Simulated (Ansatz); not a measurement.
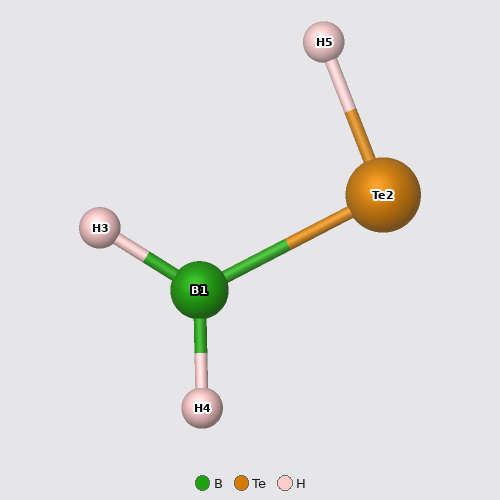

The system is BH₃Te, SMILES B[TeH]; the picture shows the reference structure. Coordinates scanned: (1) angle H3–B1–Te2; (2) dihedral H3–B1–Te2–H5. Nothing is relaxed (all other coordinates rigid). The grid has 15 × 15 points; 120 points were computed and 105 follow by symmetry. Points are written as (first, second). Energies: kJ/mol, counted from the lowest grid point. Method: RKS PBE0-D4/def2-TZVP (Ansatz 0.2.0).

Its coordinates:

| atom | x (Å) | y (Å) | z (Å) |
| --- | --- | --- | --- |
| B | -0.2798 | -0.5363 | 0.3982 |
| Te | 1.3033 | 0.6007 | -0.3792 |
| H | -1.4056 | -0.2751 | 0.1190 |
| H | 0.0220 | -1.4357 | 1.1183 |
| H | 0.3601 | 1.6464 | -1.2563 |

Range: angle H3–B1–Te2 from 85.5 to 155.5°; dihedral H3–B1–Te2–H5 from −180 to 156°.

**Predict the map.**

The lowest grid point is at (120.5°, −180°). A higher local minimum lies near (120.5°, −12°) (1.8 kJ/mol above the lowest at that grid point). The highest grid point, (85.5°, −84°), lies 185 kJ/mol above the lowest. On the interpolated surface the easiest way out of the lowest well to a well of about the same depth near (120.5°, −12°) passes a barrier of about 91 kJ/mol. Round the minimum the two coordinates are nearly uncoupled.

```
dihedral H3–B1–Te2–H5 ↓, angle H3–B1–Te2 →  85.5  90.5  95.5  100.5  105.5  110.5  115.5  120.5  125.5  130.5  135.5  140.5  145.5  150.5  155.5
                                       156    82    61    44     31     22     15     12     11     13     19     27     38     52     68     87
                                       132   118    97    79     65     54     47     42     41     43     48     55     66     80     96    115
                                       108   166   143   123    108     95     86     81     78     79     83     90    101    114    130    150
                                        84   185   160   140    123    109    100     93     90     90     94    101    110    124    140    160
                                        60   146   123   104     89     76     68     62     60     60     64     71     81     94    111    130
                                        36   103    81    63     49     38     30     25     23     25     29     36     46     59     75     94
                                        12    79    58    40     26     15      8      3      2      3      7     15     25     38     54     72
                                       −12    79    58    40     26     15      8      3      2      3      7     15     25     38     54     72
                                       −36   103    81    63     49     38     30     25     23     25     29     36     46     59     75     94
                                       −60   146   123   104     89     76     68     62     60     60     64     71     81     94    111    130
                                       −84   185   160   140    123    109    100     93     90     90     94    101    110    124    140    160
                                      −108   166   143   123    108     95     86     81     78     79     83     90    101    114    130    150
                                      −132   118    97    79     65     54     47     42     41     43     48     55     66     80     96    115
                                      −156    82    61    44     31     22     15     12     11     13     19     27     38     52     68     87
                                      −180    69    48    32     19     10      3      0      0      3      8     16     27     41     58     77
```

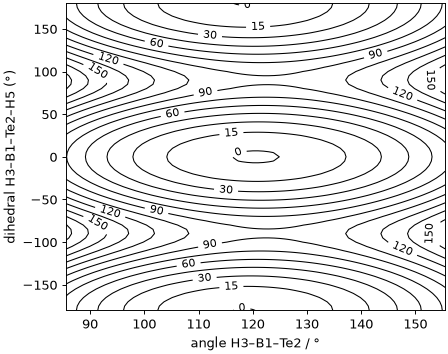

Drawn: contour lines labelled in kJ/mol. Between grid points the surface is interpolated.

Time for the 120 points that were run: 5.1 min on 1 thread of Arm Neoverse V1, with other jobs on the host.
